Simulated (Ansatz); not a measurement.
# La3TlC (Pm-3m): Grüneisen parameters

Wanted: mode Grüneisen parameters of La3TlC (Pm-3m).

Main program and level: Ansatz 0.2.0; DFT PBEsol, scalar-relativistic, plane waves, PAW; PAW set soft_1.

## (1) Starting point

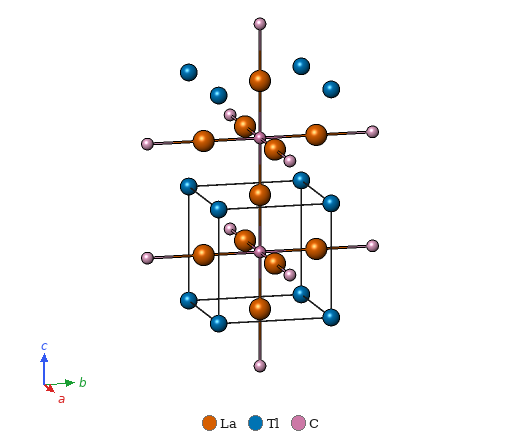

The starting structure, seen slightly off an axis (lanthanum orange, thallium blue, carbon pink). 1×1×2 cells are drawn. Some periodic images of atoms are drawn too.

Coordinates:

```cif
data_structure
_symmetry_space_group_name_H-M 'Pm-3m'
_symmetry_Int_Tables_number 221
_cell_length_a 5.1631
_cell_length_b 5.1631
_cell_length_c 5.1631
_cell_angle_alpha 90.000
_cell_angle_beta 90.000
_cell_angle_gamma 90.000
_cell_volume 137.64
loop_
_atom_site_label
_atom_site_type_symbol
_atom_site_symmetry_multiplicity
_atom_site_Wyckoff_symbol
_atom_site_fract_x
_atom_site_fract_y
_atom_site_fract_z
_atom_site_occupancy
La1 La 3 c 0.50000 0.00000 0.50000 1
Tl1 Tl 1 a 0.00000 0.00000 0.00000 1
C1 C 1 b 0.50000 0.50000 0.50000 1
```

## (2) Response at finite wavevector

The cell comes from relaxations at this level that are not shown. Stability and thermal properties need the whole zone. Linear response on a 2×2×2 q mesh gives force constants as far as a supercell of that size would.

Contents of input.yaml:

```yaml
crystal:
  lattice:
    - [5.1631067513, 0.0, 0.0]
    - [0.0, 5.1631067513, 0.0]
    - [0.0, 0.0, 5.1631067513]
  atoms:
    - { symbol: La, position: [0.5, 0.0, 0.5] }
    - { symbol: La, position: [0.0, 0.5, 0.5] }
    - { symbol: La, position: [0.5, 0.5, 0.0] }
    - { symbol: Tl, position: [0.0, 0.0, 0.0] }
    - { symbol: C, position: [0.5, 0.5, 0.5] }
kpoints:
  mp_grid: { grid: [8, 8, 8] }
hamiltonian:
  xc: pbesol
  pseudopotentials: { kind: paw, azcp: { folder: soft_1 }, xc_functional: pbe }
scf:
  occupations: { method: methfessel_paxton, width: 0.2 }
output:
  eigenvalues: true
phonons:
  method: dfpt
  qmesh: [2, 2, 2]
  temperatures: { t_max: 1000, t_step: 50 }
  qpath:
    path:
      - [[0.0, 0.0, 0.0], [0.0, 0.5, 0.0], [0.5, 0.5, 0.0], [0.0, 0.0, 0.0], [0.5, 0.5, 0.5], [0.0, 0.5, 0.0]]
      - [[0.5, 0.5, 0.5], [0.5, 0.5, 0.0]]
    npoints: 10
```

Command:

```
$ ansatz run input.yaml --threads 4 --pin off --max-ram 10240MiB --backend cpu --events-out ev --progress --plain --runs-dir out
```

Numbers of over 12 decimals in the logs are rounded to 6 here.

The program printed:

```text
Engine: ansatz 0.2.0, aarch64-unknown-linux-gnu
Pseudopotentials: kind: paw
Pseudopotential: La, paw, valence charge 11, recommended cutoff 420 eV (normal), soft_1/La.paw.azcp
Pseudopotential: Tl, paw, valence charge 13, recommended cutoff 420 eV (normal), soft_1/Tl.paw.azcp
Pseudopotential: C, paw, valence charge 4, recommended cutoff 420 eV (normal), soft_1/C.paw.azcp
Functional definition: PBEsol
  exchange = pbesol_x
  correlation = pbesol_c
Crystal: 5 atoms, lattice volume = 137.636 Å³
Basis set: ecut = 420 eV, 2721 PW (Γ), exchange–correlation on 72×72×72 points (8 copies of the dense FFT grid, shifted against one another)
Bands: 30, of which v1, the nominal top of the filled ones, is band 25 counted from 1 (24 counted from 0)
Symmetry: 48 space group operations
k-points: 35 of 512
Non-local potential: La, projectors of the file, l = 0: 3, l = 1: 2, l = 2: 2, l = 3: 3
Non-local potential: Tl, projectors of the file, l = 0: 2, l = 1: 2, l = 2: 2, l = 3: 1
Non-local potential: C, projectors of the file, l = 0: 2, l = 1: 2, l = 2: 1
PAW form: soft (Blöchl's): semilocal exchange-correlation on the pseudo side does not see the compensation charge
PAW frozen core: La, regenerated for the run's functional, and the local potential with it (the file was generated under x = pbe(κ = 0.804, μ = 0.219515), c = pbe(β = 0.066725))
PAW frozen core: Tl, regenerated for the run's functional, and the local potential with it (the file was generated under x = pbe(κ = 0.804, μ = 0.219515), c = pbe(β = 0.066725))
PAW frozen core: C, regenerated for the run's functional, and the local potential with it (the file was generated under x = pbe(κ = 0.804, μ = 0.219515), c = pbe(β = 0.066725))
PAW one-centre angular grid: La, 590 points (default); XC on 64 Gauss nodes
PAW one-centre angular grid: Tl, 590 points (default); XC on 64 Gauss nodes
PAW one-centre angular grid: C, 110 points (default); XC on 64 Gauss nodes
Initial density: superposition of atomic densities (chi_scale 0.1, normalization cell, long waves kept (reshape's long-wave potential 0.00 eV rms))
Initial wavefunctions: pseudopotential atomic-orbital guess
Functional: x = pbesol(κ = 0.804, μ = 0.123457), c = pbesol(β = 0.046)
SCF iter   1: F=—  HF=-30032.714279 eV  |F-HF|=—  |Δ(HF+E_count)|=         —  Δρ=5.15e-2  dr2=1.15e1  ethr=3.10e-3  ⟨swp⟩=4.9  Hψ=4517  notcnv=0
preconditioner: auto → Kerker (q_TF=auto, 2.305 Å⁻¹)  [metal: Δε(μ)=0.046 eV  Ē_g=10.708 eV  σ=0.200 eV  W_gap=0.19  n_scr=26 (ndim 8)  ℏωp=21.0 eV  f_vac=0.000  D(μ)=4.24/eV (n_scr^D=26)]
SCF iter   2: F=—  HF=-30030.649127 eV  |F-HF|=—  |Δ(HF+E_count)|=    2.07e0  S|Δr|=    0.00e0  Δρ=2.10e-2  dr2=1.80e0  ethr=3.10e-3  ⟨swp⟩=3.1  Hψ=2106  notcnv=0  defer=5
SCF iter   3: F=—  HF=-30030.282249 eV  |F-HF|=—  |Δ(HF+E_count)|=   3.67e-1  S|Δr|=    0.00e0  Δρ=9.19e-3  dr2=2.49e-1  ethr=3.10e-3  ⟨swp⟩=5.1  Hψ=6818  notcnv=0
automatic band count: the SCF goes on with 35 bands, as 30 were too few: they end inside the smearing window of the response
SCF iter   4: F=—  HF=-30030.224544 eV  |F-HF|=—  |Δ(HF+E_count)|=   5.77e-2  S|Δr|=    0.00e0  Δρ=1.98e-3  dr2=5.12e-3  ethr=4.99e-4  ⟨swp⟩=2.0  Hψ=1899  notcnv=0  defer=103
SCF iter   5: F=—  HF=-30030.224410 eV  |F-HF|=—  |Δ(HF+E_count)|=   1.34e-4  S|Δr|=    0.00e0  Δρ=6.94e-4  dr2=9.10e-4  ethr=1.02e-5  ⟨swp⟩=2.0  Hψ=2001  notcnv=0  defer=103
SCF iter   6: F=—  HF=-30030.224433 eV  |F-HF|=—  |Δ(HF+E_count)|=   2.36e-5  S|Δr|=    0.00e0  Δρ=2.91e-4  dr2=2.95e-4  ethr=1.82e-6  ⟨swp⟩=2.0  Hψ=1383  notcnv=0  defer=103
SCF iter   7: F=—  HF=-30030.224397 eV  |F-HF|=—  |Δ(HF+E_count)|=   3.68e-5  S|Δr|=    0.00e0  Δρ=7.19e-5  dr2=1.60e-5  ethr=5.90e-7  ⟨swp⟩=2.0  Hψ=1300  notcnv=0  defer=103
SCF iter   8: F=—  HF=-30030.224391 eV  |F-HF|=—  |Δ(HF+E_count)|=   5.32e-6  S|Δr|=    0.00e0  Δρ=1.70e-5  dr2=8.33e-7  ethr=3.20e-8  ⟨swp⟩=2.1  Hψ=1505  notcnv=0  defer=103
SCF iter   9: F=—  HF=-30030.224392 eV  |F-HF|=—  |Δ(HF+E_count)|=   7.64e-7  S|Δr|=    0.00e0  Δρ=7.18e-6  dr2=1.89e-7  ethr=1.67e-9  ⟨swp⟩=2.0  Hψ=1975  notcnv=0  defer=103
SCF iter  10: F=—  HF=-30030.224392 eV  |F-HF|=—  |Δ(HF+E_count)|=   2.55e-8  S|Δr|=    0.00e0  Δρ=1.69e-6  dr2=1.09e-8  ethr=3.78e-10  ⟨swp⟩=1.9  Hψ=1201  notcnv=0  defer=103
SCF iter  11: F=—  HF=-30030.224392 eV  |F-HF|=—  |Δ(HF+E_count)|=   1.65e-9  S|Δr|=    0.00e0  Δρ=3.13e-7  dr2=2.47e-10  ethr=2.18e-11  ⟨swp⟩=2.0  Hψ=1364  notcnv=0  defer=103
SCF iter  12: F=-30030.224392 eV  HF=-30030.224392 eV  |F-HF|=7.28e-12  |Δ(HF+E_count)|=  1.82e-11  S|Δr|=    0.00e0  Δρ=3.75e-8  dr2=1.19e-12  ethr=1.00e-12  ⟨swp⟩=16.5  Hψ=8530  notcnv=0
SCF 1 converged in 12 iterations: F = -30030.224392 eV  dr2 = 1.19e-12
  greatest PAW one-centre occupation: 0.971 electrons in one spin orbital (limit 2), on the La atom at site 2 (counted from 0), in its partial waves of l = 0
Initial density: read from a saved state, or passed on in memory by an earlier SCF of this step, an earlier step, the calling program or the single point that the run made first
iter 1 solved again at ethr=1.56e-7 eV; its pass at ethr=3.10e-3 eV (dr2=7.82e-5 eV) is discarded
SCF iter   1: F=—  HF=-30030.224393 eV  |F-HF|=—  |Δ(HF+E_count)|=         —  Δρ=5.30e-7  dr2=1.35e-10  ethr=1.56e-7  ⟨swp⟩=5.8  Hψ=8255  notcnv=0
eigensolver tolerance schedule: the retry pair's looser diagonalisation over-reported the residual by 580973.02 of it (diagonalisation noise at an unbounded share of the residual, at the tolerance the schedule requests for it); recorded, not acted on — ethr = c·dr2/N_el stays at c = 1.0e-1
preconditioner: auto → Kerker (q_TF=auto, 2.305 Å⁻¹)  [metal: Δε(μ)=0.024 eV  Ē_g=11.137 eV  σ=0.200 eV  W_gap=0.10  n_scr=26 (ndim 8)  ℏωp=21.0 eV  f_vac=0.000  D(μ)=3.99/eV (n_scr^D=26)]
SCF iter   2: F=—  HF=-30030.224392 eV  |F-HF|=—  |Δ(HF+E_count)|=   8.50e-7  S|Δr|=    0.00e0  Δρ=2.26e-7  dr2=2.81e-11  ethr=1.00e-12  ⟨swp⟩=4.2  Hψ=3762  notcnv=0
SCF iter   3: F=—  HF=-30030.224392 eV  |F-HF|=—  |Δ(HF+E_count)|=  1.46e-11  S|Δr|=    0.00e0  Δρ=1.56e-7  dr2=1.15e-11  ethr=1.00e-12  ⟨swp⟩=4.3  Hψ=2588  notcnv=0
SCF iter   4: F=-30030.224392 eV  HF=-30030.224392 eV  |F-HF|=1.09e-11  |Δ(HF+E_count)|=  1.82e-11  S|Δr|=    0.00e0  Δρ=1.06e-7  dr2=5.56e-12  ethr=1.00e-12  ⟨swp⟩=2.0  Hψ=2083  notcnv=0
SCF 2 converged in 4 iterations: F = -30030.224392 eV  dr2 = 5.56e-12
phonons: the bands overlap, so this run is a metal and interpolates without the dipole-dipole term. If the crystal is really an insulator or semiconductor, its LO-TO splitting is missing
NSCF: frozen V_eff on 35 k-points
WARN: eigensolver did not converge in 12 slots of this pass, the one above among them; of largest residual over every band (k=33): 1 band(s) unlocked (lowest unlocked band 34, counted from 0; max residual 3.17e-3 eV among the unlocked bands, 3.17e-3 eV over every band); of lowest unlocked band (k=1): band 34
NSCF: frozen V_eff on 125 k-points
DFPT response loops at q = (0, 0, 0) (fractional): preconditioner auto → Kerker (q_TF=auto, 2.305 Å⁻¹) (partly filled bands, converged f_vac=0.000); β = 1.00, the filter's whole step (`scf.mixing.beta` (0.50) is not read by the response loops under this deck's `scf.mixing.preconditioner`; to damp them name `kerker` or `kerker_dos`, under which they read `scf.mixing.beta`, and type it under 1.00, their step now; both keys bind the ground state too); Broyden in place of MSR1
NSCF: frozen V_eff on 250 k-points
DFPT response loops at q = (0, 0, -0.5) (fractional): mixed as the last ones told, above
NSCF: frozen V_eff on 250 k-points
DFPT response loops at q = (0, -0.5, -0.5) (fractional): mixed as the last ones told, above
NSCF: frozen V_eff on 250 k-points
DFPT response loops at q = (-0.5, -0.5, -0.5) (fractional): mixed as the last ones told, above
SCF converged after 12 iterations
Stability not checked: this state was not tested for a lower state beside it, because cold or Methfessel-Paxton smearing, or corrected tetrahedra, fill the levels in a way that the test cannot read (fill_not_monotonic; see scf.lower_state_search)
Free energy (F): -30030.224392 eV
Harris-Foulkes:  -30030.224392 eV  (|F-HF|=7.28e-12)
Internal energy: -30030.220714 eV  (E = F + TS)
E sigma→0 (E₀):  -30030.223472 eV
Entropy (-TS):   -0.003678 eV (-0.736 meV/atom)
Fermi energy:    11.180352 eV
--- Per-component energies (eV) ---
  E_band       = -71.651692
  E_kinetic    = 911.173836
  E_local      = -1827.044821  (includes V_loc(G=0)·N_el)
  E_nonlocal   = 606.996994
  E_hartree    = 663.064035
  E_xc         = -656.169163
  E_vxc        = -615.071287  (∫ρ·V_xc dr)
  E_paw        = -26122.304750  (= ΣΔE_a)
  E_vpaw       = -473.834454  (= ΣTr[D̂ρ^β])
  E_aug_tail   = -0.000030  (compensation charges beyond the density's cutoff)
  E_ewald      = -3606.503357
  E_core_change = 0.566542  (= ΣΔE_core)
  E_smearing   = -0.003678  (= −TS)
  E_closure    = -0.000000  (closes the sum)
  Σ components = -30030.224392   (vs F -30030.224392, Δ=0.00e0)
--- Band table (eV; the first three rows and the last of 35) ---
  k-point 0: bands = [... 21 lower, 10.7188, 10.7188, 10.7188, 11.2576, 11.2576, 11.2576, 12.2795, 12.2795, ... 6 higher]
  k-point 1: bands = [... 21 lower, 10.6748, 10.7475, 10.8474, 10.8939, 11.3101, 11.3101, 12.0588, 12.2415, ... 6 higher]
  k-point 2: bands = [... 21 lower, 10.6312, 10.6312, 10.8228, 11.2347, 11.2347, 11.2395, 12.0885, 12.3807, ... 6 higher]
  k-point 34: bands = [... 21 lower, 8.0626, 11.6316, 11.6316, 11.6316, 12.6576, 12.6576, 12.6576, 12.8522, ... 6 higher]
--- Phonons (Γ-DFPT): 4 representative perturbations + reference (Σ response iterations 13) ---
  ASR residual: 2.856e-5 → 0.000e0 eV/Å²; symmetrization residual: 1.604e-6 eV/Å²
  ASR residual per site (eV/Å²): 1.17e-5 1.17e-5 1.17e-5 2.30e-5 2.86e-5
  Γ frequencies (cm⁻¹): -151.12 -151.12 -151.12 -40.92 -40.92 -40.92 0.00 0.00 0.00 57.49 57.49 57.49 130.84 130.84 130.84
--- Phonons (arbitrary-q DFPT): 4 irreducible q on the 2×2×2 mesh ---
  q = [0.0000, 0.0000, 0.0000] (star 1, of the zone-centre solve; hermiticity 5.44e-7, symmetrization 2.81e-12): -151.12 -151.12 -151.12 -40.92 -40.92 -40.92 -0.00 -0.00 0.00 57.49 57.49 57.49 130.84 130.84 130.84
  q = [0.0000, 0.0000, -0.5000] (star 3, 9 solved perturbations in 975 linear systems a pass and spin channel, the states on 125 of 512 k-point pairs; hermiticity 2.56e-7, symmetrization 1.03e-8): -97.14 -97.14 45.11 45.11 58.64 58.91 66.94 66.94 70.35 70.35 87.61 130.06 130.06 130.85 377.55
  q = [0.0000, -0.5000, -0.5000] (star 3, 9 solved perturbations in 975 linear systems a pass and spin channel, the states on 125 of 512 k-point pairs; hermiticity 2.84e-7, symmetrization 4.61e-9): 14.18 55.16 55.16 56.09 66.29 66.29 70.89 70.89 98.94 104.91 109.06 153.72 242.96 371.08 371.08
  q = [-0.5000, -0.5000, -0.5000] (star 1, 4 solved perturbations in 350 linear systems a pass and spin channel, the states on 125 of 512 k-point pairs; hermiticity 1.52e-7, symmetrization 3.99e-10): -25.06 -25.06 -25.06 47.88 47.88 47.88 101.32 101.32 101.32 112.80 112.80 184.63 383.60 383.60 383.60
  sum rule: each row above includes the acoustic sum rule's correction from the zone centre's row sums; it moved no ω² by more than (0.80 cm⁻¹)²
  mesh force constants: q→R imaginary residual 2.49e-18; ASR residual 2.856e-5 → 0.000e0 eV/Å²; symmetrization residual 5.329e-15 eV/Å²
  interpolated dispersion: 62 rows × 15 modes
  density of states and harmonic sums: on the 12×12×12 q-mesh, interpolated from the force constants of a 2×2×2 supercell (no non-analytic term)
  largest difference from the sums on the solved wave vectors: F 3.68e-1 eV, S 4.91e-4 and C_V 1.25e-4 eV/K
  zero-point energy: 0.099098 eV/cell   skipped modes (ω ≤ 0): 102, of them read as no rigid motion or as one in doubt: 99 (8.154e-1 modes/cell left out, lowest -151.12 cm⁻¹)   left out of the sums: 5.45e-2 of the cell's modes: C_V's classical limit lies that fraction below 3 k_B per atom; for a crystal, a wire or a layer, F and S can be off by more, and a phonons.interpolated_qmesh denser along its periods is the remedy for the sampling
```

Elapsed: 7.8 min, on 4 threads of Arm Neoverse V1, shared host; peak memory 2 GiB.

In the SCF lines HF is the Harris–Foulkes energy and dr2 the Hartree energy of the density residual, in eV; the loop may stop once dr2 is under the threshold and the program's other checks hold. Hψ counts applications of the Hamiltonian.

This step gave:

```
volume per atom                                         : 27.53 Å³
gap on the k-mesh                                       : 0 eV
sum-rule residual before enforcement                    : 2.86e-5 eV/Å²
lowest frequency on the path                            : -151.1 cm⁻¹
point group                                             : m-3m
highest frequency on the path or at a solved wavevector : 383.6 cm⁻¹
highest optical mode at the zone centre (no LO-TO term) : 130.8 cm⁻¹
lowest optical zone-centre mode                         : -151.1 cm⁻¹
lowest mode on the q mesh (acoustic modes at Γ apart)   : -151.1 cm⁻¹
```

Frequencies (cm⁻¹) solved at each irreducible wavevector; negative means imaginary. Frequencies by wavevector, by row:

```
q in reciprocal lattice units  star  mode 1  mode 2  mode 3  mode 4  mode 13  mode 14  mode 15
                        0 0 0     1  -151.1  -151.1  -151.1   -40.9    130.8    130.8    130.8
                     0 0 -0.5     3   -97.1   -97.1    45.1    45.1    130.1    130.8    377.6
                  0 -0.5 -0.5     3    14.2    55.2    55.2    56.1      243    371.1    371.1
               -0.5 -0.5 -0.5     1   -25.1   -25.1   -25.1    47.9    383.6    383.6    383.6
```

Symmetry leaves 4 wavevectors to solve. The lowest mode among them, the acoustic zeros apart, lies at Γ and is imaginary, 151.1i cm⁻¹, so the energy falls along it.

## (3) Relaxing at another volume, volume ratio 0.97

The volume is scaled by 0.97 and held; symmetry leaves nothing to relax, so this is a single point. The modes can then be followed against volume.

input.yaml, the sections that differ from step 2:

```yaml
crystal:
  lattice:
    - [5.1109505919, 0.0, 0.0]
    - [0.0, 5.1109505919, 0.0]
    - [0.0, 0.0, 5.1109505919]
  atoms:
    - { symbol: La, position: [0.5, 0.0, 0.5] }
    - { symbol: La, position: [0.0, 0.5, 0.5] }
    - { symbol: La, position: [0.5, 0.5, 0.0] }
    - { symbol: Tl, position: [0.0, 0.0, 0.0] }
    - { symbol: C, position: [0.5, 0.5, 0.5] }
output:
  forces: true
  stress: true
  eigenvalues: true
  write_density: true
  write_potential: true
  elf: true
  volumetric_format: npy
# kpoints, hamiltonian, scf: as in step 2
# phonons: removed
```

The program printed:

```text
[...]
Crystal: 5 atoms, lattice volume = 133.507 Å³
Basis set: ecut = 420 eV, 2553 PW (Γ), exchange–correlation on 72×72×72 points (8 copies of the dense FFT grid, shifted against one another)
Bands: 30, of which v1, the nominal top of the filled ones, is band 25 counted from 1 (24 counted from 0)
Symmetry: 48 space group operations
[...]
k-points: 35 of 512
[...]
k-point 0: bands = [... 21 lower, 11.0864, 11.1017, 11.1017, 11.7026, 11.7026, 11.7026, 12.7276, 12.7276, ... 1 higher]
  k-point 1: bands = [... 21 lower, 11.0529, 11.1151, 11.2455, 11.3230, 11.7566, 11.7566, 12.5178, 12.6761, ... 1 higher]
  k-point 2: bands = [... 21 lower, 11.0236, 11.0236, 11.1903, 11.6514, 11.6823, 11.6823, 12.5437, 12.8045, ... 1 higher]
  k-point 34: bands = [... 21 lower, 8.3895, 12.0924, 12.0924, 12.0924, 13.1135, 13.1135, 13.1135, 13.2946, ... 1 higher]
[key lines of the parts left out:]
SCF converged after 10 iterations
Free energy (F): -30030.199870 eV
Fermi energy:    11.600210 eV
P = ⅓ Tr σ = 1.9508 GPa (19.508 kbar)
```

Wall time 4.1 s (4 threads); peak memory 0.53 GiB; 15 s of CPU time.

Numbers from this step:

| Item | Value |
| --- | --- |
| pressure | 1.951 GPa |
| volume per atom | 26.70 Å³ |

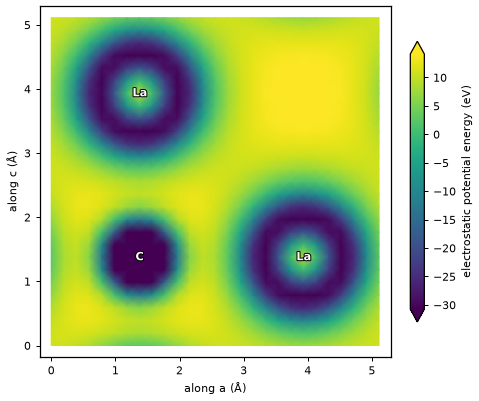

Electrostatic potential energy in the ac plane at fractional y = 0.500, with atoms of La and C within 0.2 Å of it. With pseudopotentials it is smooth inside the atoms' cores, unlike the true potential. The map starts off the cell's origin, so that atoms lie inside it.

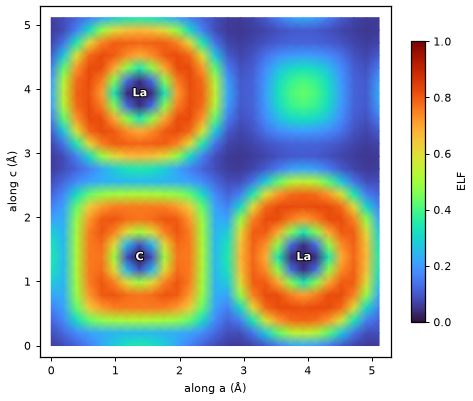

ELF in the ac plane at fractional y = 0.500, with atoms of La and C within 0.2 Å of it. It is the smooth field of the valence electrons, not physical close to the nuclei. The map starts off the cell's origin, so that atoms lie inside it.

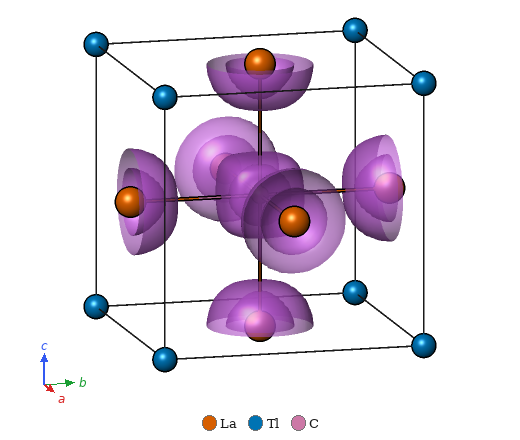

Surface of ELF = 0.76.

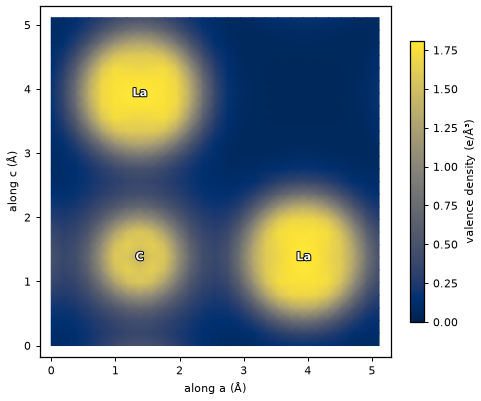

Valence density in the ac plane at fractional y = 0.500, with atoms of La and C within 0.2 Å of it. It is the smooth field of the valence electrons, not physical close to the nuclei. The map starts off the cell's origin, so that atoms lie inside it.

The run ends at a pressure of 1.95 GPa.

(Part 1 of 2 ends here.)

[Logs are printed without paths, hosts, clocks, repeated set-up lines and the standing remarks that a program may print on its own settings, such as how far it seeks lower states.]

[Hosts, paths, dates, database ids (printed as entryN), source tags and the programs' standing remarks are cut or masked in the printed files.]
